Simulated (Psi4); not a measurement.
# UHF/aug-cc-pVDZ run of BH2SO (SMILES O[B]S)

Aim: the vertical ionisation energy of BH2SO at UHF/aug-cc-pVDZ, from 2 runs. 

The calculation is run with Psi4 1.11.

1 further run of the same task is left out (set aside as unsound or not needed).

### Step 1. The molecule

The species is BH2SO (5 atoms), meant as a doublet with charge 0. As SMILES, `O[B]S`. The coordinates come from a PBE0-D4/def2-TZVP relaxation. This is a higher conformer, about 7 kJ/mol above the lowest found by a separate search.

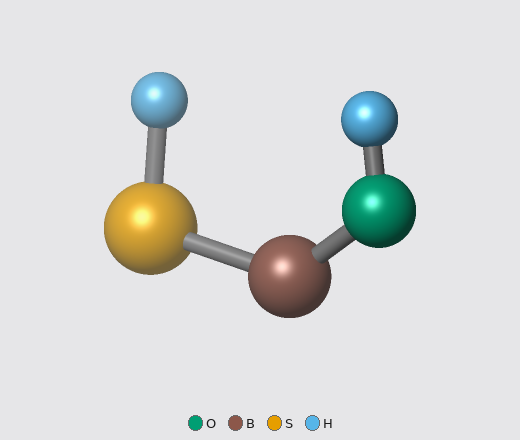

Viewed from a chosen angle; oxygen teal, boron brown, sulfur amber, hydrogen blue.

### Step 2. Energy and forces at UHF/aug-cc-pVDZ

Input file bh2os.xyz:

```xyz
5
BH2OS
O     -1.294700    -0.054700    -0.435600
B     -0.454300     0.825600     0.109700
S      1.253800     0.694200     0.611100
H     -0.947100    -0.940000    -0.604700
H      1.492100    -0.598600     0.278200
```

Input file bh2os.py:

```python
import psi4

psi4.set_memory('1600 MB')
psi4.set_num_threads(1)
psi4.core.set_output_file('psi4.out', False)

with open('bh2os.xyz') as f:
    atoms = ''.join(f.readlines()[2:])
m = psi4.geometry('0 2\n' + atoms + 'symmetry c1\nno_reorient\nno_com')

psi4.set_options({
    'reference': 'uhf',
    'puream': True,
    'e_convergence': 1e-09,
    'd_convergence': 1e-08,
    'scf_type': 'pk',
    'maxiter': 200,
})

e_tot, wfn = psi4.gradient('scf/aug-cc-pVDZ', return_wfn=True)
print('gradient / Eh bohr^-1')
print(e_tot.np.round(6))
print(f'energy = {wfn.energy():.10f} Eh')
```

The run is started by

```sh
$ python bh2os.py
```

psi4.out:

```text
[...]
  Running in c1 symmetry.
[...]
  Nuclear repulsion =   80.849772422660863
[...]
  Multiplicity = 2
[...]
  Nalpha       = 16
  Nbeta        = 15
[...]
    Number of basis functions: 91
[...]
   @UHF iter   1:  -498.17058581962118   -6.36751e-01   5.01551e-03 ADIIS/DIIS
[...]
   @UHF iter  15:  -498.27797590345904   -3.58114e-12   7.47244e-09 DIIS
[...]
   @S^2 Observed:                7.554868981E-01
[...]
    Orbital Energies [Eh]
    ---------------------
    Alpha Occupied:
       1A    -91.970986     2A    -20.610461     3A     -8.975363
       4A     -7.685693     5A     -6.656921     6A     -6.655724
       7A     -6.653760     8A     -1.404561     9A     -1.000400
      10A     -0.794544    11A     -0.645073    12A     -0.613797
      13A     -0.572332    14A     -0.483709    15A     -0.401341
      16A     -0.343847
    Alpha Virtual:
      17A      0.030540    18A      0.053658    19A      0.057957
      20A      0.061516    21A      0.074321    22A      0.092779
      23A      0.116823    24A      0.120207    25A      0.153787
[...]
  @UHF Final Energy:  -498.27797590345904
   => Energetics <=
    Nuclear Repulsion Energy =             80.8497724226608625
    One-Electron Energy =                -847.7650237726496698
    Two-Electron Energy =                 268.6372754465297703
    Total Energy =                       -498.2779759034590370
  UHF NO Occupations:
  HONO-2 :   14  A 1.9991534
  HONO-1 :   15  A 1.9985506
[...]
 Multipole Moments:
 ------------------------------------------------------------------------------------
     Multipole            Electronic (a.u.)      Nuclear  (a.u.)        Total (a.u.)
 ------------------------------------------------------------------------------------
 L = 1.  Multiply by 2.5417464519 to convert [e a0] to [Debye]
 Dipole X            :        -14.8268267           15.0737784            0.2469517
 Dipole Y            :        -26.0021158           25.0558787           -0.9462371
 Dipole Z            :        -12.5316209           12.3111878           -0.2204332
 Magnitude           :                                                    1.0024672
[...]
  -Total Gradient:
     Atom            X                  Y                   Z
    ------   -----------------  -----------------  -----------------
       1       -0.007074255747     0.023655103310     0.005219577237
       2        0.012952997701    -0.008904602680     0.001304904362
       3       -0.012981670205     0.007940170140    -0.001616586640
       4        0.007627026976    -0.018733867775    -0.003489697218
       5       -0.000524098730    -0.003956802995    -0.001418197743
[...]
```

On the terminal:

```text
gradient / Eh bohr^-1
[[-0.007074  0.023655  0.00522 ]
 [ 0.012953 -0.008905  0.001305]
 [-0.012982  0.00794  -0.001617]
 [ 0.007627 -0.018734 -0.00349 ]
 [-0.000524 -0.003957 -0.001418]]
energy = -498.2779759035 Eh
```

It took 12 s on 1 thread of Intel Xeon Platinum 8488C (Sapphire Rapids), shared host; peak memory 0.4 GiB.

### Step 3. The singlet cation: the energy at HF/aug-cc-pVDZ

Input file bh2os.inp:

```
memory 1600 mb

molecule {
  1 1
  O     -1.294700    -0.054700    -0.435600
  B     -0.454300     0.825600     0.109700
  S      1.253800     0.694200     0.611100
  H     -0.947100    -0.940000    -0.604700
  H      1.492100    -0.598600     0.278200
  units angstrom
  symmetry c1
}

set {
  basis         aug-cc-pVDZ
  reference     rhf
  puream        true
  e_convergence 1e-09
  d_convergence 1e-08
  scf_type      pk
}

result, w = energy('hf', return_wfn=True)
```

The run is started by

```sh
$ psi4 -n 1 bh2os.inp bh2os.out
```

bh2os.out:

```text
[...]
  Running in c1 symmetry.
[...]
  Nuclear repulsion =   80.849772422660863
[...]
  Multiplicity = 1
[...]
  Nalpha       = 15
  Nbeta        = 15
[...]
    Number of basis functions: 91
[...]
   @RHF iter   1:  -497.86881523251617   -3.34980e-01   5.04502e-03 ADIIS/DIIS
[...]
   @RHF iter  12:  -497.97899912211551   -5.68434e-12   4.52134e-09 DIIS
[...]
    Orbital Energies [Eh]
    ---------------------
    Doubly Occupied:
       1A    -92.232684     2A    -20.875968     3A     -9.233915
       4A     -8.049096     5A     -6.915590     6A     -6.914249
       7A     -6.912316     8A     -1.665804     9A     -1.247600
      10A     -1.049356    11A     -0.891651    12A     -0.854632
      13A     -0.832268    14A     -0.720413    15A     -0.640135
[...]
  @RHF Final Energy:  -497.97899912211551
   => Energetics <=
    Nuclear Repulsion Energy =             80.8497724226608625
    One-Electron Energy =                -839.5861882810701218
    Two-Electron Energy =                 260.7574167362937487
    Total Energy =                       -497.9789991221155105
[...]
 Multipole Moments:
 ------------------------------------------------------------------------------------
     Multipole            Electronic (a.u.)      Nuclear  (a.u.)        Total (a.u.)
 ------------------------------------------------------------------------------------
 L = 1.  Multiply by 2.5417464519 to convert [e a0] to [Debye]
 Dipole X            :         -1.1355942            0.7379454           -0.3976488
 Dipole Y            :          2.3409759           -2.6623430           -0.3213671
 Dipole Z            :          0.3788376           -0.6066986           -0.2278610
 Magnitude           :                                                    0.5597517
[...]
```

Run time: 4.5 s. Hardware: 1 thread of Intel Xeon Platinum 8488C (Sapphire Rapids), shared host; peak memory 0.4 GiB.

### Step 4. What came out

Level: UHF/aug-cc-pVDZ.

```
                                          quantity          value
                       doublet BH2SO: total energy  -498.27798 Eh
                      doublet BH2SO: dipole moment         2.55 D
 doublet BH2SO: HOMO energy (highest over α and β)       -9.36 eV
  doublet BH2SO: LUMO energy (lowest over α and β)        0.64 eV
                               doublet BH2SO: ⟨S²⟩          0.755
           doublet BH2SO: largest force on an atom     1.298 eV/Å
                      singlet cation: total energy  -497.97900 Eh
                       singlet cation: HOMO energy      -17.42 eV
                       singlet cation: LUMO energy       -6.91 eV
                     singlet cation: HOMO–LUMO gap       10.51 eV
vertical ionisation energy (to the singlet cation)       8.136 eV
```

The vertical ionisation energy comes to 8.14 eV (785 kJ/mol). The largest force (doublet BH2SO) is 1.30 eV/Å: the shape isn't a stationary point for this species at this level. Only the singlet of the ionised species was computed; a triplet could lie lower.
